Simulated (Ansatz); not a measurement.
# Tin, dhcp under LDA: from relaxation to bulk modulus, part 2 of 2

The plan for tin in the dhcp structure: relax it, solve it on a dense k-mesh, then scale the cell to 7 volumes from 88 to 112 % of the relaxed one and try a fit of the equation of state. Spin polarisation is left out. The k-meshes are 11×11×3 for the relaxation; 15×15×4 for the dense run; 12×12×4 for the volumes.

Ansatz 0.2.0; DFT, LDA (PW92), plane waves (420 eV) with PAW, scalar-relativistic. Earlier steps stand in the parts before.

**4. Equation of state: 88 %**

Contents of input.yaml:

```yaml
crystal:
  lattice:
    - [3.1609091038, 0.0, 0.0]
    - [-1.5804545519, 2.737427583, 0.0]
    - [0.0, 0.0, 10.4509899858]
  atoms:
    - { symbol: Sn, position: [1.0, 0.0, 0.0] }
    - { symbol: Sn, position: [1.0, 0.0, 0.5] }
    - { symbol: Sn, position: [0.3333333333, 0.6666666667, 0.25] }
    - { symbol: Sn, position: [0.6666666667, 0.3333333333, 0.75] }
hamiltonian:
  xc: lda
  pseudopotentials:
    kind: paw
    azcp:
      Sn: "pseudopotentials/Sn.paw.azcp"
basis:
  ecutwfc: 420
  fft_grid_basis: typed
kpoints:
  mp_grid: { grid: [12, 12, 4], shift: [0, 0, 0] }
magnetization:
  spin_polarized: false
scf:
  occupations: { method: fermi_dirac, width: 0.1 }
  lower_state_search: "off"
output:
  stress: true
  write_density: true
  write_potential: true
  elf: true
  volumetric_format: npy
```

What it wrote, cut to the lines that bear on the results:

```text
Warning: <dir> the record states the generating functional pbe (its physics header spells it `PBE`), which answers neither for hamiltonian.xc's functional nor for the lda family's — results may be inconsistent (PPs are generated against a specific XC)
Warning: RAYON_NUM_THREADS=2 ignored (pool sized by the plan → 2); use --threads N
[...]
Pseudopotentials: kind: paw
Pseudopotential: Sn, paw, valence charge 14, recommended cutoff 420 eV (normal), <dir>
Functional definition: SPW92
[...]
Crystal: 4 atoms, lattice volume = 90.430 Å³
Basis set: ecut = 420 eV, 1763 PW (Γ)
Bands: 34, of which v1, the nominal top of the filled ones, is band 28 counted from 1 (27 counted from 0)
Symmetry: 24 space group operations
Space group: P63/mmc (ITA 194), of the structure as read, at distance tolerance 4.5e-5 Å
k-points: 57 of 576
[...]
SCF iter   1: F=—  HF=-23517.625604 eV  |F-HF|=—  |Δ(HF+E_count)|=         —  Δρ=8.08e-3  dr2=2.76e-2  ethr=1.77e-3  ⟨swp⟩=7.2  Hψ=8666  notcnv=0
[...]
SCF iter   6: F=-23517.615331 eV  HF=-23517.615331 eV  |F-HF|=2.14e-8  |Δ(HF+E_count)|=   4.97e-9  Δρ=5.33e-6  dr2=4.13e-8  ethr=1.79e-10  ⟨swp⟩=11.1  Hψ=12998  notcnv=0
[...]
SCF converged after 6 iterations
Free energy (F): -23517.615331 eV
[...]
E sigma→0 (E₀):  -23517.576300 eV
Entropy (-TS):   -0.078062 eV (-19.516 meV/atom)
Fermi energy:    13.526034 eV
[...]
--- Stress (GPa, compression-positive) ---
       10.500622       0.000000       0.000000
        0.000000      10.500622      -0.000000
        0.000000      -0.000000       9.862250
  P = ⅓ Tr σ = 10.2878 GPa (102.878 kbar)
--- Band table (eV; the first three rows and the last of 57) ---
[...]
```

Wall time 5.6 s (2 threads of an Arm CPU, shared host); peak memory 0.42 GiB.

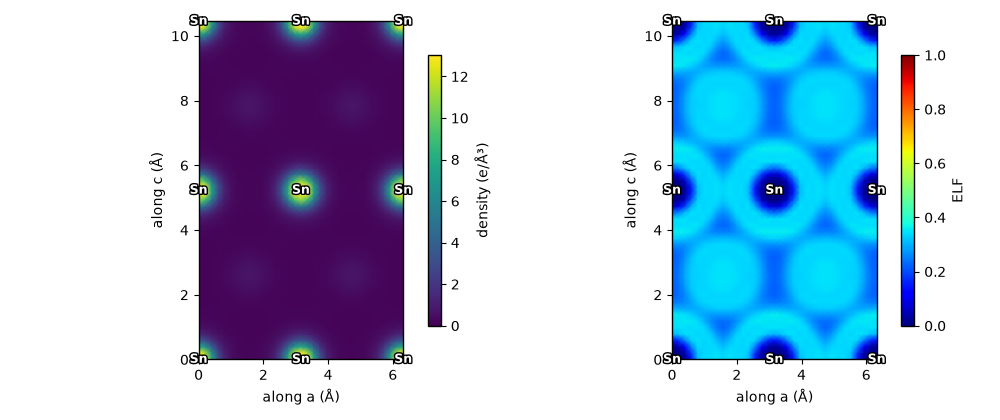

Density (left) and ELF (right) in a lattice plane of the grid's cell (edges 3.16 and 10.45 Å, at 0.000 of the third edge), which holds Sn. Only atoms in the plane are labelled; the density scale stops at 13.03 e/Å³. Both are smooth fields of the valence electrons: close to the nuclei they are not physical.

**5. Equation of state: 92 %**

input.yaml: that of step 4 with these lines changed.

```diff
@@ -2,5 +2,5 @@
   lattice:
-    - [3.1609091038, 0.0, 0.0]
-    - [-1.5804545519, 2.737427583, 0.0]
-    - [0.0, 0.0, 10.4509899858]
+    - [3.2080938081, 0.0, 0.0]
+    - [-1.604046904, 2.7782907355, 0.0]
+    - [0.0, 0.0, 10.6069979112]
   atoms:
@@ -28,5 +28 @@
   stress: true
-  write_density: true
-  write_potential: true
-  elf: true
-  volumetric_format: npy
```

What it wrote, cut to the lines that bear on the results:

```text
Warning: <dir> the record states the generating functional pbe (its physics header spells it `PBE`), which answers neither for hamiltonian.xc's functional nor for the lda family's — results may be inconsistent (PPs are generated against a specific XC)
Warning: RAYON_NUM_THREADS=2 ignored (pool sized by the plan → 2); use --threads N
[...]
Pseudopotentials: kind: paw
Pseudopotential: Sn, paw, valence charge 14, recommended cutoff 420 eV (normal), <dir>
Functional definition: SPW92
[...]
Crystal: 4 atoms, lattice volume = 94.540 Å³
Basis set: ecut = 420 eV, 1871 PW (Γ)
Bands: 32, of which v1, the nominal top of the filled ones, is band 28 counted from 1 (27 counted from 0)
Symmetry: 24 space group operations
Space group: P63/mmc (ITA 194), of the structure as read, at distance tolerance 4.6e-5 Å
k-points: 57 of 576
[...]
SCF iter   1: F=—  HF=-23517.834349 eV  |F-HF|=—  |Δ(HF+E_count)|=         —  Δρ=7.82e-3  dr2=2.72e-2  ethr=1.77e-3  ⟨swp⟩=7.4  Hψ=17315  notcnv=0  defer=1
[...]
SCF iter   6: F=-23517.823646 eV  HF=-23517.823646 eV  |F-HF|=8.54e-8  |Δ(HF+E_count)|=   4.04e-8  Δρ=8.71e-6  dr2=9.75e-8  ethr=1.79e-10  ⟨swp⟩=4.9  Hψ=7123  notcnv=0
[...]
SCF converged after 6 iterations
Free energy (F): -23517.823646 eV
[...]
E sigma→0 (E₀):  -23517.783268 eV
Entropy (-TS):   -0.080757 eV (-20.189 meV/atom)
Fermi energy:    12.747014 eV
[...]
--- Stress (GPa, compression-positive) ---
        6.278555       0.000000      -0.000000
        0.000000       6.278555       0.000000
       -0.000000       0.000000       5.787632
  P = ⅓ Tr σ = 6.1149 GPa (61.149 kbar)
```

Wall time 5.3 s (2 threads of an Arm CPU, shared host); peak memory 0.42 GiB.

**6. Equation of state: 96 %**

input.yaml: that of step 5 with these lines changed.

```diff
@@ -2,5 +2,5 @@
   lattice:
-    - [3.2080938081, 0.0, 0.0]
-    - [-1.604046904, 2.7782907355, 0.0]
-    - [0.0, 0.0, 10.6069979112]
+    - [3.2539299123, 0.0, 0.0]
+    - [-1.6269649562, 2.8179859662, 0.0]
+    - [0.0, 0.0, 10.7585469279]
   atoms:
```

What it wrote, cut to the lines that bear on the results:

```text
Warning: <dir> the record states the generating functional pbe (its physics header spells it `PBE`), which answers neither for hamiltonian.xc's functional nor for the lda family's — results may be inconsistent (PPs are generated against a specific XC)
Warning: RAYON_NUM_THREADS=2 ignored (pool sized by the plan → 2); use --threads N
[...]
Pseudopotentials: kind: paw
Pseudopotential: Sn, paw, valence charge 14, recommended cutoff 420 eV (normal), <dir>
Functional definition: SPW92
[...]
Crystal: 4 atoms, lattice volume = 98.651 Å³
Basis set: ecut = 420 eV, 1955 PW (Γ)
Bands: 32, of which v1, the nominal top of the filled ones, is band 28 counted from 1 (27 counted from 0)
Symmetry: 24 space group operations
Space group: P63/mmc (ITA 194), of the structure as read, at distance tolerance 4.6e-5 Å
k-points: 57 of 576
[...]
SCF iter   1: F=—  HF=-23517.947642 eV  |F-HF|=—  |Δ(HF+E_count)|=         —  Δρ=7.57e-3  dr2=2.67e-2  ethr=1.77e-3  ⟨swp⟩=7.4  Hψ=17540  notcnv=0  defer=2
[...]
SCF iter   7: F=-23517.936523 eV  HF=-23517.936523 eV  |F-HF|=3.50e-9  |Δ(HF+E_count)|=   4.13e-8  Δρ=2.49e-6  dr2=8.58e-9  ethr=1.79e-10  ⟨swp⟩=4.3  Hψ=5972  notcnv=0
[...]
SCF converged after 7 iterations
Free energy (F): -23517.936523 eV
[...]
E sigma→0 (E₀):  -23517.895139 eV
Entropy (-TS):   -0.082769 eV (-20.692 meV/atom)
Fermi energy:    12.034791 eV
[...]
--- Stress (GPa, compression-positive) ---
        2.934605       0.000000       0.000000
        0.000000       2.934605       0.000000
        0.000000       0.000000       2.570153
  P = ⅓ Tr σ = 2.8131 GPa (28.131 kbar)
```

Run time: 6 s. Hardware: 2 threads of an Arm CPU, shared host; peak memory 0.43 GiB.

**7. Equation of state: 100 %**

input.yaml: that of step 6 with these lines changed.

```diff
@@ -2,5 +2,5 @@
   lattice:
-    - [3.2539299123, 0.0, 0.0]
-    - [-1.6269649562, 2.8179859662, 0.0]
-    - [0.0, 0.0, 10.7585469279]
+    - [3.2985098344, 0.0, 0.0]
+    - [-1.6492549172, 2.8565933112, 0.0]
+    - [0.0, 0.0, 10.905942599]
   atoms:
```

What it wrote, cut to the lines that bear on the results:

```text
Warning: <dir> the record states the generating functional pbe (its physics header spells it `PBE`), which answers neither for hamiltonian.xc's functional nor for the lda family's — results may be inconsistent (PPs are generated against a specific XC)
Warning: RAYON_NUM_THREADS=2 ignored (pool sized by the plan → 2); use --threads N
[...]
Pseudopotentials: kind: paw
Pseudopotential: Sn, paw, valence charge 14, recommended cutoff 420 eV (normal), <dir>
Functional definition: SPW92
[...]
Crystal: 4 atoms, lattice volume = 102.761 Å³
Basis set: ecut = 420 eV, 2041 PW (Γ)
Bands: 32, of which v1, the nominal top of the filled ones, is band 28 counted from 1 (27 counted from 0)
Symmetry: 24 space group operations
Space group: P63/mmc (ITA 194), of the structure as read, at distance tolerance 4.7e-5 Å
k-points: 57 of 576
[...]
SCF iter   1: F=—  HF=-23517.985605 eV  |F-HF|=—  |Δ(HF+E_count)|=         —  Δρ=7.26e-3  dr2=2.56e-2  ethr=1.77e-3  ⟨swp⟩=7.3  Hψ=17748  notcnv=0  defer=2
[...]
SCF iter   7: F=-23517.973778 eV  HF=-23517.973778 eV  |F-HF|=3.39e-8  |Δ(HF+E_count)|=   1.17e-8  Δρ=5.72e-6  dr2=3.04e-8  ethr=1.79e-10  ⟨swp⟩=4.3  Hψ=6040  notcnv=0
[...]
SCF converged after 7 iterations
Free energy (F): -23517.973778 eV
[...]
E sigma→0 (E₀):  -23517.931868 eV
Entropy (-TS):   -0.083821 eV (-20.955 meV/atom)
Fermi energy:    11.381322 eV
[...]
--- Stress (GPa, compression-positive) ---
        0.275905      -0.000000       0.000000
       -0.000000       0.275905      -0.000000
        0.000000      -0.000000       0.017561
  P = ⅓ Tr σ = 0.1898 GPa (1.898 kbar)
```

It took 6 s on 2 threads of an Arm CPU, shared host; peak memory 0.43 GiB.

**8. Equation of state: 104 %**

input.yaml: that of step 7 with these lines changed.

```diff
@@ -2,5 +2,5 @@
   lattice:
-    - [3.2985098344, 0.0, 0.0]
-    - [-1.6492549172, 2.8565933112, 0.0]
-    - [0.0, 0.0, 10.905942599]
+    - [3.3419162573, 0.0, 0.0]
+    - [-1.6709581286, 2.8941843761, 0.0]
+    - [0.0, 0.0, 11.0494583017]
   atoms:
```

What it wrote, cut to the lines that bear on the results:

```text
Warning: <dir> the record states the generating functional pbe (its physics header spells it `PBE`), which answers neither for hamiltonian.xc's functional nor for the lda family's — results may be inconsistent (PPs are generated against a specific XC)
Warning: RAYON_NUM_THREADS=2 ignored (pool sized by the plan → 2); use --threads N
[...]
Pseudopotentials: kind: paw
Pseudopotential: Sn, paw, valence charge 14, recommended cutoff 420 eV (normal), <dir>
Functional definition: SPW92
[...]
Crystal: 4 atoms, lattice volume = 106.872 Å³
Basis set: ecut = 420 eV, 2101 PW (Γ)
Bands: 32, of which v1, the nominal top of the filled ones, is band 28 counted from 1 (27 counted from 0)
Symmetry: 24 space group operations
Space group: P63/mmc (ITA 194), of the structure as read, at distance tolerance 4.7e-5 Å
k-points: 57 of 576
[...]
SCF iter   1: F=—  HF=-23517.963660 eV  |F-HF|=—  |Δ(HF+E_count)|=         —  Δρ=6.85e-3  dr2=2.38e-2  ethr=1.77e-3  ⟨swp⟩=7.4  Hψ=17555  notcnv=0  defer=1
[...]
SCF iter   7: F=-23517.950784 eV  HF=-23517.950784 eV  |F-HF|=1.64e-8  |Δ(HF+E_count)|=   1.36e-6  Δρ=4.40e-6  dr2=2.06e-8  ethr=1.79e-10  ⟨swp⟩=3.7  Hψ=9131  notcnv=0
[...]
SCF converged after 7 iterations
Free energy (F): -23517.950784 eV
[...]
E sigma→0 (E₀):  -23517.908867 eV
Entropy (-TS):   -0.083834 eV (-20.959 meV/atom)
Fermi energy:    10.780003 eV
[...]
--- Stress (GPa, compression-positive) ---
       -1.845304       0.000000       0.000000
        0.000000      -1.845304       0.000000
        0.000000       0.000000      -2.023454
  P = ⅓ Tr σ = -1.9047 GPa (-19.047 kbar)
```

Run time: 6.5 s. Hardware: 2 threads of an Arm CPU, shared host; peak memory 0.45 GiB.

**9. Equation of state: 108 %**

input.yaml: that of step 8 with these lines changed.

```diff
@@ -2,5 +2,5 @@
   lattice:
-    - [3.3419162573, 0.0, 0.0]
-    - [-1.6709581286, 2.8941843761, 0.0]
-    - [0.0, 0.0, 11.0494583017]
+    - [3.384223486, 0.0, 0.0]
+    - [-1.692111743, 2.9308235109, 0.0]
+    - [0.0, 0.0, 11.1893397121]
   atoms:
@@ -28 +28,5 @@
   stress: true
+  write_density: true
+  write_potential: true
+  elf: true
+  volumetric_format: npy
```

What it wrote, cut to the lines that bear on the results:

```text
Warning: <dir> the record states the generating functional pbe (its physics header spells it `PBE`), which answers neither for hamiltonian.xc's functional nor for the lda family's — results may be inconsistent (PPs are generated against a specific XC)
Warning: RAYON_NUM_THREADS=2 ignored (pool sized by the plan → 2); use --threads N
[...]
Pseudopotentials: kind: paw
Pseudopotential: Sn, paw, valence charge 14, recommended cutoff 420 eV (normal), <dir>
Functional definition: SPW92
[...]
Crystal: 4 atoms, lattice volume = 110.982 Å³
Basis set: ecut = 420 eV, 2173 PW (Γ)
Bands: 34, of which v1, the nominal top of the filled ones, is band 28 counted from 1 (27 counted from 0)
Symmetry: 24 space group operations
Space group: P63/mmc (ITA 194), of the structure as read, at distance tolerance 4.8e-5 Å
k-points: 57 of 576
[...]
SCF iter   1: F=—  HF=-23517.891520 eV  |F-HF|=—  |Δ(HF+E_count)|=         —  Δρ=6.83e-3  dr2=2.43e-2  ethr=1.77e-3  ⟨swp⟩=6.9  Hψ=8786  notcnv=0
[...]
SCF iter   7: F=-23517.879601 eV  HF=-23517.879601 eV  |F-HF|=1.41e-8  |Δ(HF+E_count)|=   5.72e-8  Δρ=3.74e-6  dr2=1.57e-8  ethr=1.79e-10  ⟨swp⟩=10.8  Hψ=12988  notcnv=0
[...]
SCF converged after 7 iterations
Free energy (F): -23517.879601 eV
[...]
E sigma→0 (E₀):  -23517.837954 eV
Entropy (-TS):   -0.083293 eV (-20.823 meV/atom)
Fermi energy:    10.225287 eV
[...]
--- Stress (GPa, compression-positive) ---
       -3.542251       0.000000       0.000000
        0.000000      -3.542251       0.000000
        0.000000       0.000000      -3.667139
  P = ⅓ Tr σ = -3.5839 GPa (-35.839 kbar)
--- Band table (eV; the first three rows and the last of 57) ---
[...]
```

Run time: 7.1 s. Hardware: 2 threads of an Arm CPU, shared host; peak memory 0.44 GiB.

**10. Equation of state: 112 %**

input.yaml: that of step 9 with these lines changed.

```diff
@@ -2,5 +2,5 @@
   lattice:
-    - [3.384223486, 0.0, 0.0]
-    - [-1.692111743, 2.9308235109, 0.0]
-    - [0.0, 0.0, 11.1893397121]
+    - [3.425498572, 0.0, 0.0]
+    - [-1.712749286, 2.9665687839, 0.0]
+    - [0.0, 0.0, 11.3258085241]
   atoms:
@@ -28,5 +28 @@
   stress: true
-  write_density: true
-  write_potential: true
-  elf: true
-  volumetric_format: npy
```

What it wrote, cut to the lines that bear on the results:

```text
Warning: <dir> the record states the generating functional pbe (its physics header spells it `PBE`), which answers neither for hamiltonian.xc's functional nor for the lda family's — results may be inconsistent (PPs are generated against a specific XC)
Warning: RAYON_NUM_THREADS=2 ignored (pool sized by the plan → 2); use --threads N
[...]
Pseudopotentials: kind: paw
Pseudopotential: Sn, paw, valence charge 14, recommended cutoff 420 eV (normal), <dir>
Functional definition: SPW92
[...]
Crystal: 4 atoms, lattice volume = 115.093 Å³
Basis set: ecut = 420 eV, 2269 PW (Γ)
Bands: 32, of which v1, the nominal top of the filled ones, is band 28 counted from 1 (27 counted from 0)
Symmetry: 24 space group operations
Space group: P63/mmc (ITA 194), of the structure as read, at distance tolerance 4.9e-5 Å
k-points: 57 of 576
[...]
SCF iter   1: F=—  HF=-23517.782297 eV  |F-HF|=—  |Δ(HF+E_count)|=         —  Δρ=6.62e-3  dr2=2.36e-2  ethr=1.77e-3  ⟨swp⟩=7.4  Hψ=17022  notcnv=0  defer=1
[...]
SCF iter   7: F=-23517.769761 eV  HF=-23517.769761 eV  |F-HF|=3.52e-8  |Δ(HF+E_count)|=   2.07e-8  Δρ=5.46e-6  dr2=3.24e-8  ethr=1.79e-10  ⟨swp⟩=4.1  Hψ=5979  notcnv=0
[...]
SCF converged after 7 iterations
Free energy (F): -23517.769761 eV
[...]
E sigma→0 (E₀):  -23517.728327 eV
Entropy (-TS):   -0.082869 eV (-20.717 meV/atom)
Fermi energy:    9.711815 eV
[...]
--- Stress (GPa, compression-positive) ---
       -4.899958       0.000000       0.000000
        0.000000      -4.899958       0.000000
        0.000000       0.000000      -4.989695
  P = ⅓ Tr σ = -4.9299 GPa (-49.299 kbar)
```

Run time: 6.5 s. Hardware: 2 threads of an Arm CPU, shared host; peak memory 0.46 GiB.

**11. Energy and pressure against volume**

The cell was scaled evenly, with its shape and the fractional positions fixed.

| V (Å³/atom) | E − E₀ (meV/atom) | P from the stress (GPa) | P from the fit (GPa) |
| --- | --- | --- | --- |
| 22.607 | 89.0 | 10.29 | 10.20 |
| 23.635 | 37.2 | 6.11 | 6.07 |
| 24.663 | 9.3 | 2.81 | 2.79 |
| 25.690 | 0.1 | 0.19 | 0.18 |
| 26.718 | 5.8 | -1.90 | -1.91 |
| 27.746 | 23.6 | -3.58 | -3.57 |
| 28.773 | 51.0 | -4.93 | -4.90 |

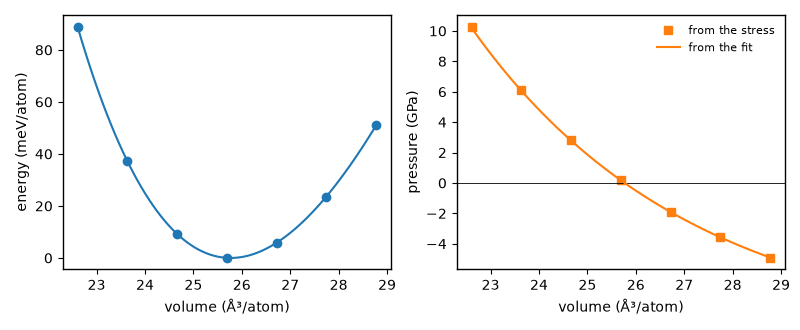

Energy and pressure against volume; the lines are the Birch-Murnaghan fit.

A third-order Birch-Murnaghan fit gives V₀ = 25.770 Å³/atom, B₀ = 57 GPa and B₀′ = 4.7; it misses no point by more than 0.05 meV/atom.

**12. Results**

This closing draws on all 2 parts.

| quantity | value |
| --- | --- |
| space group (spins left aside) | P6_3/mmc (No. 194) |
| conventional cell | a = 3.299 Å, c = 10.906 Å (c/a = 3.306) |
| volume | 25.690 Å³/atom |
| shortest distance | 3.299 Å |
| gap on the mesh | none (levels filled in part) |
| relative to beta-Sn (white tin) | +41 meV/atom |
| V₀, B₀, B₀′ | 25.770 Å³/atom, 57 GPa, 4.7 |

The relaxation shrank the cell by 8.4 % in volume. It lies 41 meV/atom above the element's reference form at the same level (beta-Sn (white tin), from a run of its own). Levels at the Fermi energy are filled in part, as in a metal. The fitted modulus is 57 GPa; letting shape and positions relax at each volume could only lower it. Relaxation kept the symmetry; phonons were not checked.
